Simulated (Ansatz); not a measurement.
**Single-point calculation, with input and output: C2H5NOSSi**

System: C2H5NOSSi, SMILES O[SiH2]N1C=C1S.
Method: RKS wB97M-V/def2-TZVPP (Ansatz 0.2.0).

The geometry comes from this level: PBE0-D4/def2-TZVP. Figures and captions count atoms from 1; the log counts them from 0 in places.

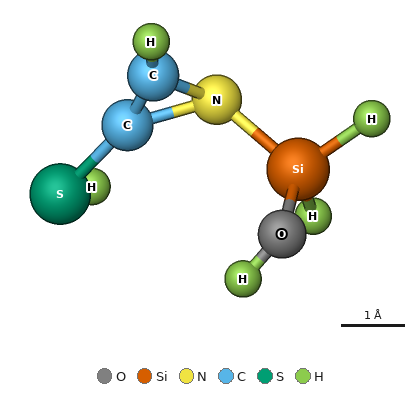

Fig. 1: The structure (ball-and-stick view, seen at a tilt).

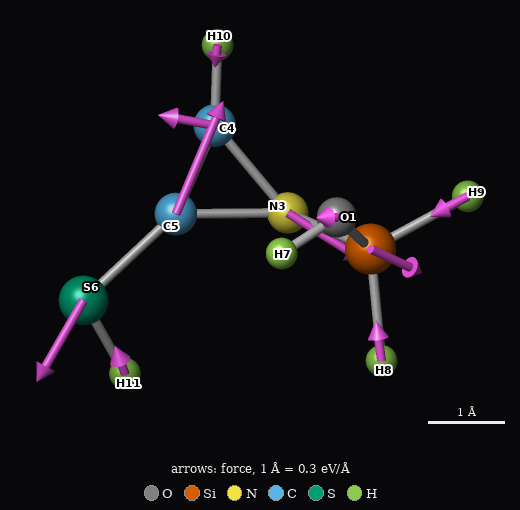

Fig. 2: Forces on the atoms as pink arrows (ball-and-stick view, seen at a tilt; atoms are numbered from 1 in the order of the input); the smallest are left out. The largest act on C5 (0.49 eV/Å); S6 (0.37 eV/Å); N3 (0.36 eV/Å); Si2 (0.30 eV/Å), among others. The geometry is not a stationary point of this energy.

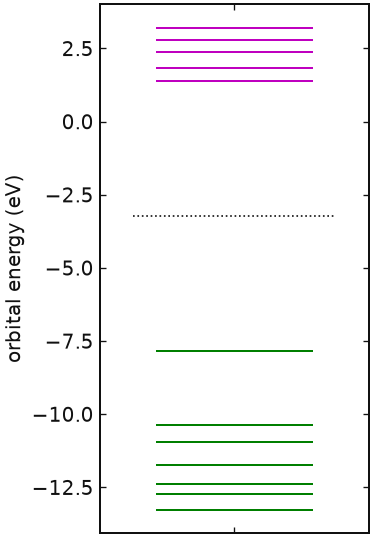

Fig. 3: Orbital energies near the frontier; the dotted line parts filled from empty levels, and levels within 0.02 eV of each other stand side by side. Highest filled −7.83 eV, lowest empty 1.39 eV, 9.22 eV apart.

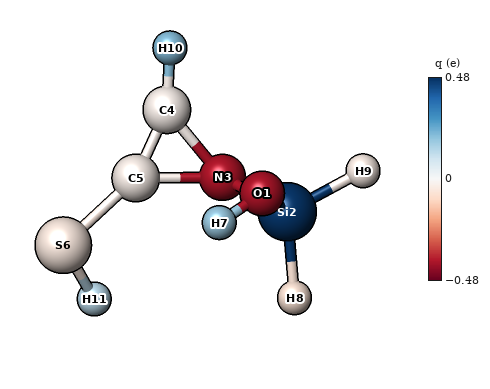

Fig. 4: Mulliken charges, as the colour of each atom (ball-and-stick view, seen at a tilt; atoms are numbered from 1 in the order of the input). By element: O −0.39, Si +0.46, N −0.38, C −0.03 to −0.02, S −0.05 and H −0.07 to +0.20 e.

The input that produced these results follows, with the program's output.

## Input
```yaml
crystal:
  periodic: [false, false, false]
  atoms:
    - {symbol: O, position_ang: [-0.103326, -1.389785, 1.557374]}
    - {symbol: Si, position_ang: [0.109172, -1.419340, -0.078228]}
    - {symbol: N, position_ang: [0.592634, 0.088824, -0.815230]}
    - {symbol: C, position_ang: [1.293397, 1.168318, -0.020050]}
    - {symbol: C, position_ang: [0.073204, 1.394461, -0.317027]}
    - {symbol: S, position_ang: [-1.414317, 2.201344, -0.213600]}
    - {symbol: H, position_ang: [-0.874790, -0.935243, 1.898358]}
    - {symbol: H, position_ang: [-1.144850, -1.820399, -0.771395]}
    - {symbol: H, position_ang: [1.198633, -2.390747, -0.317193]}
    - {symbol: H, position_ang: [2.231854, 1.318295, 0.476878]}
    - {symbol: H, position_ang: [-1.896410, 1.727173, -1.379386]}
basis:
  gaussian: {orbitals: def2-TZVPP}
hamiltonian: {xc: {name: wB97M-V}}
output: {forces: true, orbitals: {seedname: orbitals}}
```

Launched with:
```bash
ansatz run in.yaml --threads 4 --pin off --events-out ev --progress --plain --max-ram 10444MiB
```

## What the program printed
```
Functional definition: wB97M-V
  name "wB97M-V"
  cite "Mardirossian & Head-Gordon, J. Chem. Phys. 144, 214110 (2016) doi:10.1063/1.4952647"
  cite "Becke, J. Chem. Phys. 107, 8554 (1997) doi:10.1063/1.475007"
  cite "Vydrov & Van Voorhis, J. Chem. Phys. 133, 244103 (2010) doi:10.1063/1.3521275"
  # Of w^i u^j: cxij and so on, Table III.
  parameter omega = 0.3/bohr
  parameter cx = 0.15
  parameter cx01 = 1.007
  parameter cx10 = 0.259
  parameter css00 = 0.443
  parameter css04 = -1.437
  parameter css10 = -4.535
  parameter css20 = -3.390
  parameter css43 = 4.278
  parameter cos00 = 1.000
  parameter cos10 = 1.358
  parameter cos20 = 2.924
  parameter cos21 = -8.812
  parameter cos60 = -1.390
  parameter cos61 = 9.142
  parameter b = 6.0
  parameter c = 0.01
  gx(w, u) = 1 - cx + cx01*u + cx10*w
  gss(w, u) = css00 + css04*u^4 + css10*w + css20*w^2 + css43*w^4*u^3
  gos(w, u) = cos00 + cos10*w + (cos20 + cos21*u)*w^2 + (cos60 + cos61*u)*w^6
  exchange = spin_sum(e_x_unif_sr(omega)*gx(b97_w, b97_u_x)) + cx*exact_x_sr(omega) + exact_x_lr(omega)
  correlation = spin_sum(e_c_pw_mod_same_spin*gss(b97_w, b97_u_same))
      + integral(e_c_pw_mod_opposite_spin*gos(b97_w_opposite, b97_u_opposite)) + vv10(b, c)
1543 factors; their error is unknown
337 factors; integrals over basis functions are off by at most 8.8e-6 eV
mean field evaluation 1: about -24395.5981 eV, gradient 6.4e1 eV
mean field evaluation 2: about -24394.3676 eV, gradient 7.0e1 eV
mean field evaluation 4: about -24403.3243 eV, gradient 2.9e0 eV
mean field evaluation 8: about -24403.3528 eV, gradient 8.9e-2 eV
mean field evaluation 16: about -24403.3597 eV, gradient 9.1e-3 eV
mean field -24403.35970225 eV, -896.8069278663 hartree, gradient 7.2e-5 eV, S^2 0.000000; 0 other end points of the search recorded, 0 dependent functions left out
the calculation of the forces begins
reference -24403.35975546 eV, -896.8069298220 hartree; 31, 31 occupied and 247, 247 virtual orbitals, 1543 factors
Total energy: -24403.35975546 eV, -896.8069298220 hartree
Atom 0 at    -0.103326    -1.389785     1.557374 Å, force    -0.048452     0.053408     0.079417 eV/Å
Atom 1 at     0.109172    -1.419340    -0.078228 Å, force     0.037187    -0.146233    -0.264501 eV/Å
Atom 2 at     0.592634     0.088824    -0.815230 Å, force    -0.077282    -0.318251    -0.147642 eV/Å
Atom 3 at     1.293397     1.168318    -0.020050 Å, force    -0.049210     0.199509     0.122243 eV/Å
Atom 4 at     0.073204     1.394461    -0.317027 Å, force     0.470692    -0.073169     0.101566 eV/Å
Atom 5 at    -1.414317     2.201344    -0.213600 Å, force    -0.346654     0.109179    -0.090290 eV/Å
Atom 6 at    -0.874790    -0.935243     1.898358 Å, force     0.024001    -0.018818     0.015026 eV/Å
Atom 7 at    -1.144850    -1.820399    -0.771395 Å, force     0.130193     0.045665     0.090326 eV/Å
Atom 8 at     1.198633    -2.390747    -0.317193 Å, force    -0.129787     0.111385     0.037524 eV/Å
Atom 9 at     2.231854     1.318295     0.476878 Å, force    -0.078321    -0.001752    -0.054298 eV/Å
Atom 10 at    -1.896410     1.727173    -1.379386 Å, force     0.067634     0.039077     0.110629 eV/Å
Dipole moment:    -0.257580     0.347212     0.131549 e Å
```

## Results in brief

- outcome: converged
- total energy: −24403.3598 eV
- SCF solution under orbital rotations: stable
- HOMO: −7.83 eV
- LUMO: 1.39 eV
- largest force (length of the vector): 0.487 eV/Å
- dipole moment: 2.17 D
- hardware: 4 threads of Arm Neoverse V2, 23 GiB of memory available, shared host
- wall time: 16 s (CPU time 61 s)
- peak memory: 1.1 GiB
